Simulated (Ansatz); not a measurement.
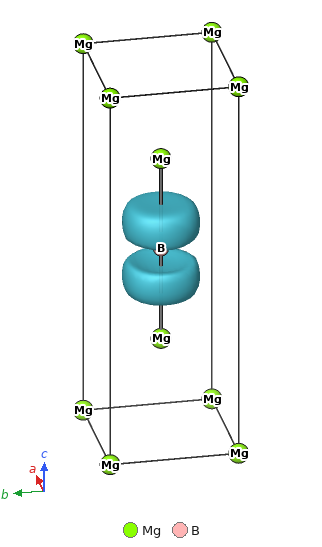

The picture shows: Mg3B. Isosurface of the electron localisation function at 0.75 (cyan), seen at an oblique angle. Only the valence region is drawn (cores and ρ < 0.01 e/Å³ removed). Sticks mark near contacts.

Space group P4/mmm; a structure generated by program, which may or may not match a known phase; computed without spin polarisation.

Theory: Ansatz 0.2.0, DFT PBE, scalar-relativistic, plane waves, PAW.

### Where are the electrons localised?

The surface consists of two lobes of the valence shell of B pointing towards Mg (polar bonds), counted in one cell of 4 atoms. Any copies at cell faces, edges or corners count once. Profiles from the grid: Mg–B (2.27 Å): the ELF peaks at about 0.95 in the valence shell of B, 0.9 Å from its nucleus, and is about 0.75 at the midpoint.
